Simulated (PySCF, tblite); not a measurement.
# C2H10N2Si: protonation

What do calculations give for the protonation of C2H10N2Si (`CC[SiH](N)N`)?

Computed with tblite 0.8.0 and PySCF 2.14.0 and routines of our own; the level stands in each step. Atoms count from 0.

## Step 1: The starting structure

15 atoms, charge 0, multiplicity 1; geometry from: start built from the parent or by distance geometry.

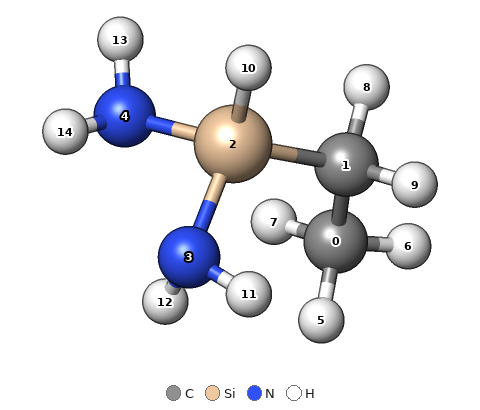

The starting geometry (carbon grey, silicon light orange, nitrogen blue, hydrogen white).

## Step 2: Relaxing the molecule with GFN2-xTB

Job settings and geometry (Å):

```
{"job": {"kind": "relax", "xc": "GFN2-xTB", "basis": "xTB"}, "charge": 0, "multiplicity": 1}
C     -1.862600     0.053800     0.060400
C     -0.704800     0.008100     0.999400
Si     1.004900    -0.057000     0.268800
N      1.283000     1.214900    -0.839400
N      1.190900    -1.295400    -0.837900
H     -1.854400     0.956100    -0.569800
H     -2.816700     0.088600     0.618900
H     -1.895200    -0.804400    -0.590000
H     -0.809300    -0.889900     1.660200
H     -0.763100     0.863300     1.697100
H      2.077900    -0.112900     1.233600
H      1.054900     2.089100    -0.394200
H      0.638200     1.095000    -1.588400
H      1.433400    -2.153900    -0.369600
H      2.014100    -1.039500    -1.393000
```

Run with:

```sh
$ OMP_NUM_THREADS=1 python redox_run.py task.json out
```

The driver reads the jobs from task.json and runs them one after another.

Log:

```text
step      E/eV     max force
  0    -461.38755    2.489
  1    -461.53291    0.954
  2    -461.58375    0.643
  3    -461.67779    0.724
  4    -461.72831    0.613
  5    -461.76832    0.539
  6    -461.79908    0.462
  7    -461.81664    0.290
  8    -461.82378    0.201
  9    -461.82917    0.196
 10    -461.83643    0.252
 11    -461.84445    0.255
 12    -461.85200    0.279
 13    -461.85816    0.232
 14    -461.86298    0.162
 15    -461.86647    0.179
 16    -461.86920    0.136
 17    -461.87148    0.121
 18    -461.87364    0.118
 19    -461.87604    0.143
 20    -461.87865    0.121
 21    -461.88116    0.132
 22    -461.88346    0.139
 23    -461.88590    0.143
 24    -461.88881    0.133
 25    -461.89183    0.124
 26    -461.89413    0.127
 27    -461.89534    0.091
 28    -461.89606    0.071
 29    -461.89692    0.083
 30    -461.89788    0.093
 31    -461.89862    0.079
 32    -461.89902    0.047
 33    -461.89926    0.044
 34    -461.89955    0.062
 35    -461.89995    0.072
 36    -461.90040    0.058
 37    -461.90083    0.068
 38    -461.90129    0.077
 39    -461.90189    0.076
 40    -461.90258    0.086
 41    -461.90313    0.060
 42    -461.90349    0.042
 43    -461.90377    0.068
 44    -461.90420    0.089
 45    -461.90478    0.085
 46    -461.90531    0.065
 47    -461.90561    0.042
 48    -461.90583    0.043
 49    -461.90603    0.049
 50    -461.90625    0.037
 51    -461.90637    0.023
 52    -461.90644    0.025
 53    -461.90652    0.025
 54    -461.90660    0.023
 55    -461.90665    0.015
 56    -461.90667    0.009
```

Wall time 0.98 s (1 thread of Arm Neoverse N1, shared host).

The steps of the relaxation: (not every step is listed)

| step | energy from step 0 (eV) | largest force (eV/Å) |
| --- | --- | --- |
| 0 | 0.0000 | 2.4888 |
| 1 | -0.1454 | 0.9542 |
| 2 | -0.1962 | 0.6434 |
| 3 | -0.2902 | 0.7242 |
| 4 | -0.3408 | 0.6130 |
| 5 | -0.3808 | 0.5395 |
| 6 | -0.4115 | 0.4624 |
| 7 | -0.4291 | 0.2904 |
| 8 | -0.4362 | 0.2013 |
| 12 | -0.4644 | 0.2793 |
| 16 | -0.4817 | 0.1361 |
| 20 | -0.4911 | 0.1206 |
| 24 | -0.5013 | 0.1334 |
| 28 | -0.5085 | 0.0709 |
| 32 | -0.5115 | 0.0466 |
| 36 | -0.5129 | 0.0583 |
| 40 | -0.5150 | 0.0858 |
| 44 | -0.5167 | 0.0892 |
| 48 | -0.5183 | 0.0428 |
| 51 | -0.5188 | 0.0229 |
| 52 | -0.5189 | 0.0247 |
| 53 | -0.5190 | 0.0248 |
| 54 | -0.5191 | 0.0227 |
| 55 | -0.5191 | 0.0153 |
| 56 | -0.5191 | 0.0094 |

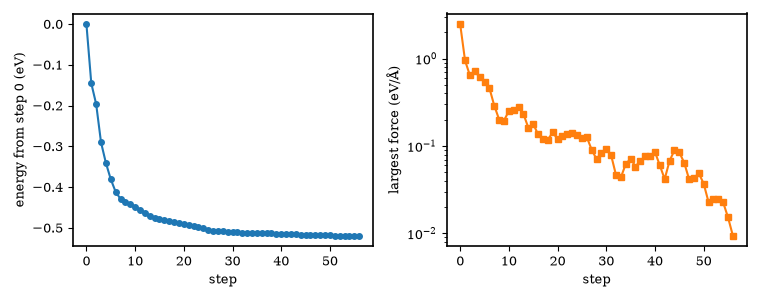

Energy and largest force along the relaxation.

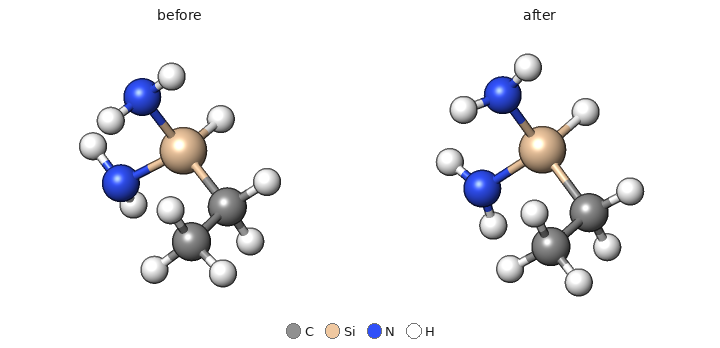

Before and after, at one scale.

Close pairs (by a distance rule), those that changed most:

| bond | before (Å) | after (Å) | change (Å) |
| --- | --- | --- | --- |
| Si2–N4 | 1.671 | 1.727 | +0.056 |
| C1–Si2 | 1.860 | 1.909 | +0.049 |
| C0–C1 | 1.491 | 1.525 | +0.034 |
| C1–H8 | 1.120 | 1.091 | -0.029 |
| Si2–H10 | 1.444 | 1.472 | +0.028 |
| N4–H14 | 1.025 | 1.007 | -0.018 |
| Si2–N3 | 1.710 | 1.728 | +0.018 |
| C0–H6 | 1.106 | 1.090 | -0.016 |

The next job starts from the end point, and lists it.

## Step 3: Harmonic vibrations with GFN2-xTB

Job settings and geometry (Å):

```
{"job": {"kind": "ir", "xc": "GFN2-xTB", "basis": "xTB"}, "charge": 0, "multiplicity": 1}
C     -1.844066    -0.010062     0.078285
C     -0.691309    -0.076927     1.074403
Si     1.023666     0.053737     0.245504
N      1.284397     1.370488    -0.842412
N      1.158612    -1.322249    -0.789093
H     -1.829201     0.935507    -0.460406
H     -2.806123    -0.096705     0.582663
H     -1.763423    -0.813871    -0.649354
H     -0.766071    -1.007665     1.638742
H     -0.806645     0.727487     1.803262
H      2.048678     0.232518     1.286568
H      1.204413     2.306749    -0.482103
H      0.837520     1.316040    -1.743847
H      0.973606    -2.231240    -0.398240
H      1.967119    -1.367828    -1.387798
```

Log:

```text
mode    cm-1     km/mol
  1      49.6      0.05
  2     153.2      4.54
  3     157.5      2.95
  4     187.2      9.72
  5     213.9      5.38
  6     242.6      0.36
  7     253.8      8.08
  8     355.7     18.06
  9     553.4    211.23
 10     567.3    216.65
 11     628.8     58.15
 12     653.1     41.35
 13     706.9    128.63
 14     729.7     50.03
 15     808.6      8.11
 16     814.8     88.80
 17     896.5    247.60
 18     920.8    205.39
 19     986.3     70.36
 20    1022.3     12.35
 21    1079.5     10.35
 22    1250.9      7.39
 23    1303.3      3.94
 24    1415.9      0.14
 25    1501.7      3.17
 26    1511.7      4.24
 27    1515.1      0.89
 28    1521.5     69.24
 29    1526.1     18.87
 30    2168.2    402.11
 31    2966.7     63.26
 32    2984.8     36.56
 33    3001.7     78.33
 34    3021.5     59.01
 35    3037.5     34.41
 36    3477.1      2.03
 37    3480.1      0.54
 38    3515.7      2.03
 39    3516.6      2.86
ZPE 327.165  H(298)-E 352.367  G(298)-E 243.497 kJ/mol  S 365.15 J/(mol K)
```

It took 0.64 s on 1 thread of Arm Neoverse N1, shared host; peak memory 0.19 GiB.

The strongest bands and the atoms that carry them (share of the mass-weighted mode):

| cm⁻¹ | km/mol | atoms |
| --- | --- | --- |
| 553 | 211.2 | H12 37 %, H11 37 %, N3 22 % |
| 567 | 216.7 | H13 37 %, H14 37 %, N4 17 % |
| 707 | 128.6 | H10 61 % |
| 815 | 88.8 | H12 25 %, H14 19 %, N3 12 %, H11 12 % |
| 896 | 247.6 | Si2 34 %, N4 21 %, H14 13 %, N3 12 % |
| 921 | 205.4 | Si2 36 %, N3 21 %, N4 14 % |
| 2168 | 402.1 | H10 97 % |
| 3002 | 78.3 | H6 81 % |

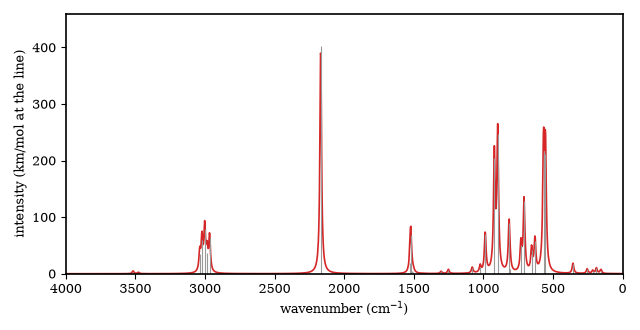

The infrared spectrum from these modes, unscaled. Lines are broadened to a width of 14 cm⁻¹ (Lorentzian).

## Step 4: Relaxing the molecule at PBE0-D3(BJ)/def2-SVPD

Settings changed since step 3:

```diff
@@ -1,2 +1,2 @@
-{"job": {"kind": "ir", "xc": "GFN2-xTB", "basis": "xTB"}, "charge": 0, "multiplicity": 1}
+{"job": {"xc": "PBE0", "basis": "def2-SVPD", "d3": "d3bj", "grid": 1, "kind": "geom"}, "charge": 0, "multiplicity": 1}
 C     -1.844066    -0.010062     0.078285
```

Log:

```text
step   0  E = -480.74037097  max force = 0.015654
step   1  E = -480.74340761  max force = 0.002137
step   2  E = -480.74377078  max force = 0.002018
step   3  E = -480.74390719  max force = 0.000888
step   4  E = -480.74396702  max force = 0.000450
step   5  E = -480.74398609  max force = 0.000322
step   6  E = -480.74398680  max force = 0.000193
optimisation converged
```

Run time: 2 min. Hardware: 1 thread of Arm Neoverse N1, shared host; peak memory 0.68 GiB.

Along the way:

| step | energy from step 0 (eV) | largest force component (eV/Å) |
| --- | --- | --- |
| 0 | 0.0000 | 0.8050 |
| 1 | -0.0826 | 0.1099 |
| 2 | -0.0925 | 0.1038 |
| 3 | -0.0962 | 0.0457 |
| 4 | -0.0979 | 0.0231 |
| 5 | -0.0984 | 0.0166 |
| 6 | -0.0984 | 0.0099 |

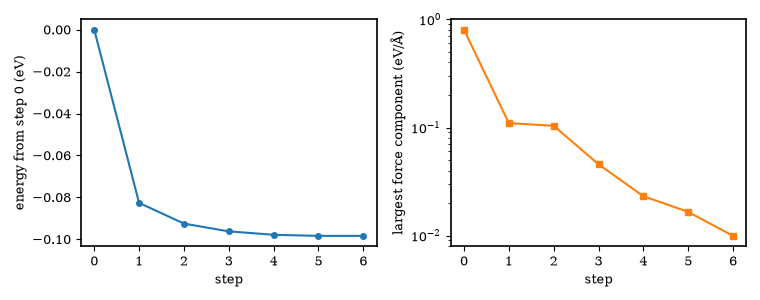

Energy and force, step by step.

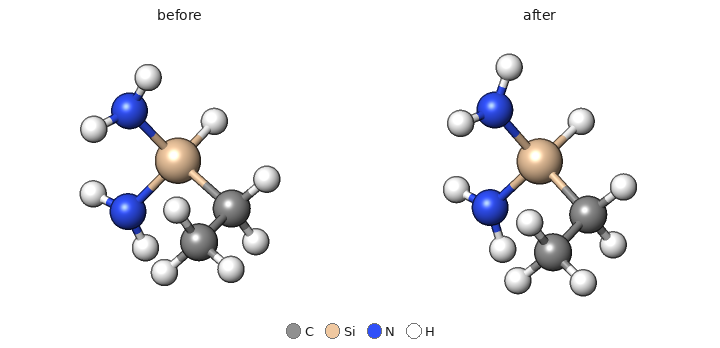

Before and after, at one scale.

Close pairs (by a distance rule), those that changed most:

| bond | before (Å) | after (Å) | change (Å) |
| --- | --- | --- | --- |
| Si2–H10 | 1.472 | 1.501 | +0.029 |
| C1–Si2 | 1.909 | 1.882 | -0.027 |
| C1–H8 | 1.091 | 1.104 | +0.013 |
| C0–H7 | 1.087 | 1.100 | +0.012 |
| C0–H5 | 1.088 | 1.100 | +0.012 |
| C1–H9 | 1.092 | 1.103 | +0.011 |
| C0–H6 | 1.090 | 1.100 | +0.010 |
| Si2–N4 | 1.727 | 1.734 | +0.007 |

The end geometry stands in the next job.

| at the end point | value |
| --- | --- |
| point group (found at 0.08 Å tolerance) | C1 |
| rotational constants (GHz, main isotopes) | 4.801, 2.791, 2.315 |
| dipole moment (D) | 0.47 |

## Step 5: Single point (C2H10N2Si): wB97X-D3(BJ)/def2-TZVP

Geometry: PBE0-D3(BJ)/def2-SVPD.

Job settings and geometry (Å):

```
{"job": {"kind": "sp", "xc": "wB97X", "basis": "def2-TZVP", "d3": "d3bj", "grid": 2}, "charge": 0, "multiplicity": 1}
C     -1.860063    -0.189702    -0.034063
C     -0.744314    -0.125144     1.005879
Si     0.976434     0.136152     0.290363
N      1.196013     1.518553    -0.728675
N      1.294503    -1.254947    -0.694480
H     -1.918541     0.744520    -0.612571
H     -2.843906    -0.348245     0.431384
H     -1.695778    -1.005765    -0.752365
H     -0.727067    -1.048851     1.610897
H     -0.933665     0.691511     1.722245
H      1.928340     0.376209     1.426041
H      1.536863     2.397631    -0.368422
H      0.715659     1.624213    -1.611135
H      0.938209    -2.168652    -0.451628
H      2.128765    -1.317016    -1.260811
```

Log:

```text
coarse grid: 12120 points
cycle   1  E = -481.4666119198  dE =  3.127e-01  |g| = 4.941e-01  |ddm| = 2.605e+00
cycle   2  E = -481.4897601961  dE = -2.315e-02  |g| = 4.196e-01  |ddm| = 5.965e-01
cycle   3  E = -481.5233536275  dE = -3.359e-02  |g| = 3.853e-02  |ddm| = 2.694e-01
cycle   4  E = -481.5238054516  dE = -4.518e-04  |g| = 1.400e-02  |ddm| = 5.296e-02
cycle   5  E = -481.5238530217  dE = -4.757e-05  |g| = 4.055e-03  |ddm| = 1.494e-02
cycle   6  E = -481.5238580871  dE = -5.065e-06  |g| = 8.358e-04  |ddm| = 5.896e-03
final grid: 110048 points
cycle   7  E = -481.5075257008  dE = -4.215e-05  |g| = 3.342e-03  |ddm| = 2.246e-02
cycle   8  E = -481.5075270114  dE = -1.311e-06  |g| = 2.548e-03  |ddm| = 4.850e-03
cycle   9  E = -481.5075283118  dE = -1.300e-06  |g| = 2.853e-04  |ddm| = 1.465e-03
cycle  10  E = -481.5075283399  dE = -2.815e-08  |g| = 1.410e-04  |ddm| = 5.865e-04
cycle  11  E = -481.5075283449  dE = -5.015e-09  |g| = 3.676e-05  |ddm| = 1.457e-04
converged SCF energy = -481.5075283449
```

Run time: 31 s. Hardware: 1 thread of Arm Neoverse N1, shared host; peak memory 0.76 GiB.

The fields below are evaluated on a grid from the run's orbitals.

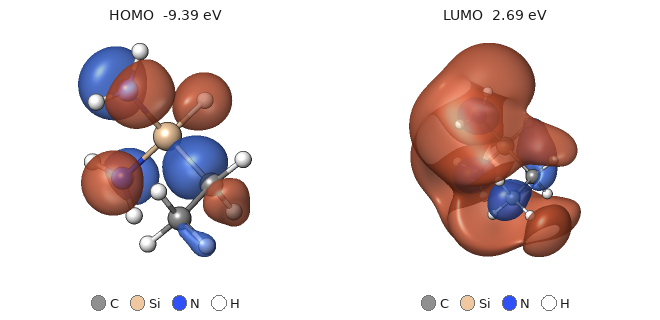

wB97X/def2-TZVP orbitals near the gap, drawn at the value that encloses 70 % of each; the two colours are the two signs.

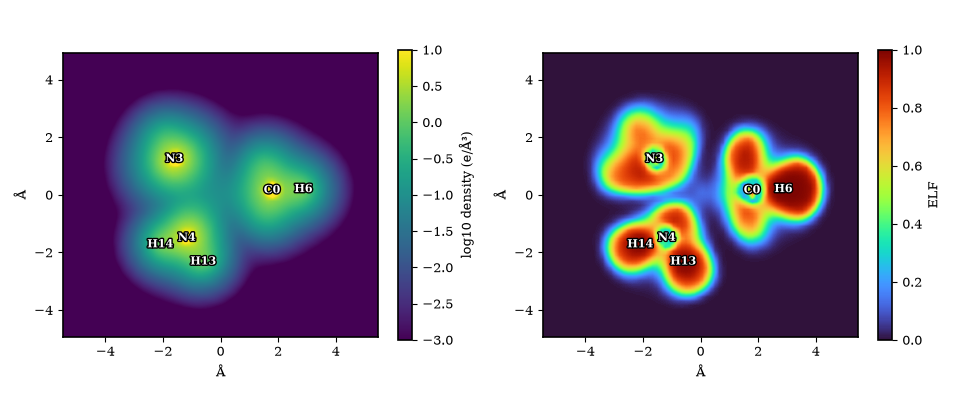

Density (left) and ELF (right) in a plane through or near 6 of the atoms.

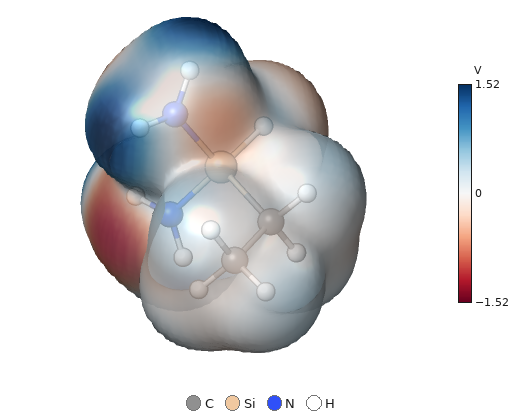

Electrostatic potential on the surface of density 0.002 e/bohr³; red is low, blue high. It runs, from the 1st to the 99th percentile, from -1.13 V near N4 to 1.52 V near H13.

## Step 6: Geometry optimisation with GFN2-xTB

This step treats C2H11N2Si+, `CC[Si@@H](N)[NH3+]`.

Job settings and geometry (Å):

```
{"job": {"kind": "relax", "xc": "GFN2-xTB", "basis": "xTB"}, "charge": 1, "multiplicity": 1}
C     -1.843800    -0.195800    -0.039300
C     -0.755000    -0.116500     0.982900
Si     0.993900     0.128500     0.293600
N      1.193500     1.533200    -0.749300
N      1.291300    -1.258800    -0.683100
H     -1.929500     0.742800    -0.621300
H     -2.843500    -0.342400     0.420400
H     -1.684300    -0.996700    -0.747300
H     -0.718100    -1.055700     1.609700
H     -0.943000     0.688800     1.727500
H      1.921400     0.372200     1.419200
H      1.528400     2.390900    -0.368500
H      0.704500     1.626600    -1.594500
H      0.945600    -2.170600    -0.460500
H      2.121300    -1.300100    -1.260300
H      2.094600     1.153300    -1.065200
```

Log:

```text
step      E/eV     max force
  0    -463.85728    4.024
  1    -464.21836    1.926
  2    -464.36558    1.031
  3    -464.43626    0.708
  4    -464.48599    0.585
  5    -464.53095    0.600
  6    -464.56763    0.519
  7    -464.59166    0.388
  8    -464.60476    0.369
  9    -464.61488    0.298
 10    -464.62508    0.254
 11    -464.63115    0.168
 12    -464.63437    0.142
 13    -464.63654    0.102
 14    -464.63841    0.145
 15    -464.64049    0.136
 16    -464.64301    0.115
 17    -464.64619    0.127
 18    -464.65013    0.167
 19    -464.65448    0.215
 20    -464.65840    0.168
 21    -464.66209    0.145
 22    -464.66686    0.147
 23    -464.67261    0.225
 24    -464.67756    0.233
 25    -464.68102    0.132
 26    -464.68350    0.143
 27    -464.68577    0.121
 28    -464.68792    0.159
 29    -464.68921    0.130
 30    -464.68990    0.064
 31    -464.69048    0.074
 32    -464.69115    0.085
 33    -464.69193    0.091
 34    -464.69245    0.054
 35    -464.69288    0.067
 36    -464.69338    0.061
 37    -464.69397    0.077
 38    -464.69446    0.060
 39    -464.69475    0.036
 40    -464.69493    0.037
 41    -464.69510    0.036
 42    -464.69533    0.044
 43    -464.69559    0.037
 44    -464.69583    0.032
 45    -464.69601    0.036
 46    -464.69617    0.033
 47    -464.69638    0.039
 48    -464.69665    0.041
 49    -464.69691    0.037
 50    -464.69713    0.031
 51    -464.69733    0.030
 52    -464.69757    0.038
 53    -464.69780    0.034
 54    -464.69793    0.019
 55    -464.69798    0.017
 56    -464.69801    0.014
 57    -464.69805    0.016
 58    -464.69810    0.016
 59    -464.69815    0.016
 60    -464.69818    0.014
 61    -464.69820    0.013
 62    -464.69824    0.013
 63    -464.69827    0.013
 64    -464.69829    0.011
 65    -464.69831    0.010
 66    -464.69833    0.013
 67    -464.69838    0.020
 68    -464.69847    0.024
 69    -464.69858    0.022
 70    -464.69866    0.021
 71    -464.69872    0.018
 72    -464.69878    0.019
 73    -464.69885    0.023
 74    -464.69892    0.019
 75    -464.69898    0.021
 76    -464.69903    0.018
 77    -464.69909    0.022
 78    -464.69918    0.023
 79    -464.69925    0.019
 80    -464.69930    0.017
 81    -464.69933    0.015
 82    -464.69937    0.015
 83    -464.69942    0.015
 84    -464.69946    0.016
 85    -464.69950    0.014
 86    -464.69954    0.017
 87    -464.69960    0.017
 88    -464.69967    0.020
 89    -464.69975    0.020
 90    -464.69981    0.016
 91    -464.69987    0.017
 92    -464.69994    0.021
 93    -464.70003    0.025
 94    -464.70012    0.023
 95    -464.70019    0.017
 96    -464.70023    0.014
 97    -464.70027    0.015
 98    -464.70031    0.012
 99    -464.70033    0.014
100    -464.70035    0.013
101    -464.70037    0.012
102    -464.70040    0.014
103    -464.70042    0.013
104    -464.70045    0.016
105    -464.70048    0.012
106    -464.70052    0.030
107    -464.70059    0.027
108    -464.70071    0.025
109    -464.70081    0.019
110    -464.70087    0.019
111    -464.70091    0.016
112    -464.70095    0.013
113    -464.70097    0.009
```

Run time: 1.8 s. Hardware: 1 thread of Arm Neoverse N1, shared host.

The steps of the relaxation: (not every step is listed)

| step | energy from step 0 (eV) | largest force (eV/Å) |
| --- | --- | --- |
| 0 | 0.0000 | 4.0237 |
| 1 | -0.3611 | 1.9257 |
| 2 | -0.5083 | 1.0306 |
| 3 | -0.5790 | 0.7083 |
| 4 | -0.6287 | 0.5850 |
| 5 | -0.6737 | 0.6002 |
| 6 | -0.7104 | 0.5194 |
| 7 | -0.7344 | 0.3882 |
| 8 | -0.7475 | 0.3689 |
| 18 | -0.7928 | 0.1674 |
| 28 | -0.8306 | 0.1594 |
| 38 | -0.8372 | 0.0598 |
| 48 | -0.8394 | 0.0415 |
| 58 | -0.8408 | 0.0160 |
| 68 | -0.8412 | 0.0244 |
| 78 | -0.8419 | 0.0228 |
| 88 | -0.8424 | 0.0195 |
| 98 | -0.8430 | 0.0123 |
| 108 | -0.8434 | 0.0252 |
| 109 | -0.8435 | 0.0191 |
| 110 | -0.8436 | 0.0191 |
| 111 | -0.8436 | 0.0162 |
| 112 | -0.8437 | 0.0127 |
| 113 | -0.8437 | 0.0091 |

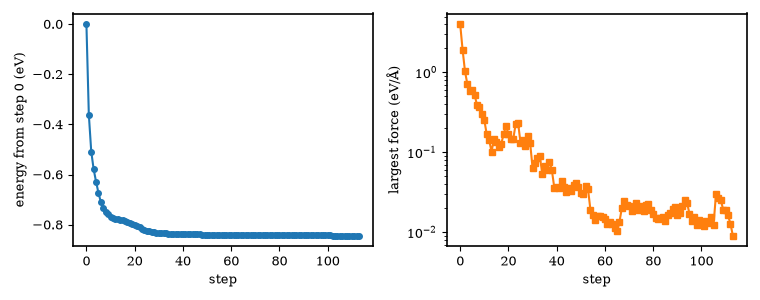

Energy and largest force along the relaxation.

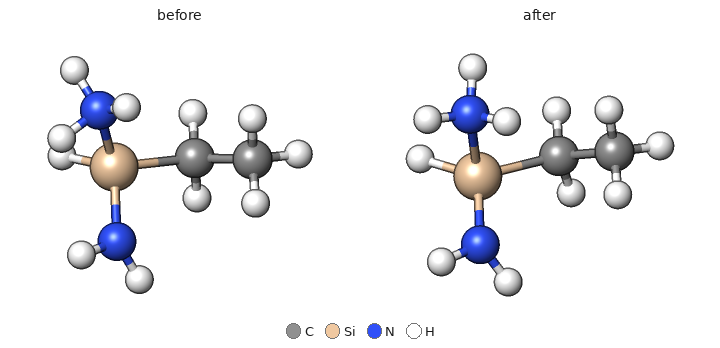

Before and after, at one scale.

Distances of close pairs at the start and the end, largest changes first:

| bond | before (Å) | after (Å) | change (Å) |
| --- | --- | --- | --- |
| Si2–N3 | 1.761 | 1.946 | +0.185 |
| N3–H12 | 0.981 | 1.020 | +0.039 |
| C1–H8 | 1.130 | 1.090 | -0.039 |
| C0–C1 | 1.496 | 1.534 | +0.039 |
| C0–H6 | 1.110 | 1.087 | -0.024 |
| Si2–H10 | 1.479 | 1.455 | -0.023 |
| N3–H11 | 0.996 | 1.019 | +0.022 |
| C1–H9 | 1.113 | 1.092 | -0.021 |

The next job starts from the end point, and lists it.

[end of part 1 of 2]
